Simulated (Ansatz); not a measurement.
Consider Co₃AuC.

```yaml
crystal:
  lattice:
    - [3.84168, 0.00000, 0.00000]
    - [0.00000, 3.84168, 0.00000]
    - [0.00000, 0.00000, 3.84168]
  atoms:
    - { symbol: Au, position: [0.00000, 0.00000, 0.00000] }
    - { symbol: C, position: [0.50000, 0.50000, 0.50000] }
    - { symbol: Co, position: [0.50000, 0.50000, 0.00000] }
    - { symbol: Co, position: [0.50000, 0.00000, 0.50000] }
    - { symbol: Co, position: [0.00000, 0.50000, 0.50000] }
```

Space group Pm-3m; started from the antiperovskite prototype, which need not be the ambient phase; computed pressure about −11 GPa in this cell; computed without spin polarisation.

Method: DFT r2SCAN, scalar-relativistic, plane waves, PAW (Ansatz).

Question: Predict the valence pseudo-density and electron localisation function between the atoms.

Answer: Co–C (1.92 Å): ρ is about 0.83 e/Å³ halfway; the ELF peaks at about 0.75 in the valence shell of C, 0.6 Å from its nucleus, and is about 0.30 at the midpoint.
Co–Au (2.72 Å): the density is about 0.31 e/Å³ at the midpoint; the ELF is about 0.25 at the midpoint; no shared electron pair shows on this line.

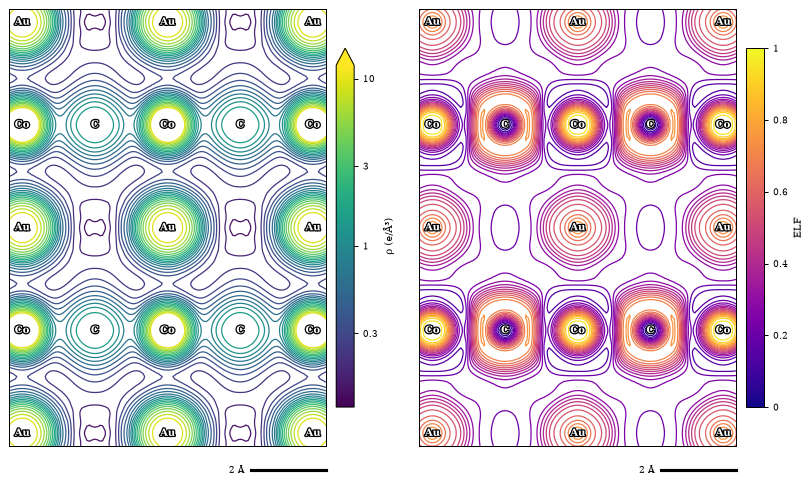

Computed valence pseudo-density and electron localisation function on the (011̄) plane of the conventional cell, in this order. 

The density is the valence pseudo-density of a PAW calculation; it isn't the true density close to the nuclei.
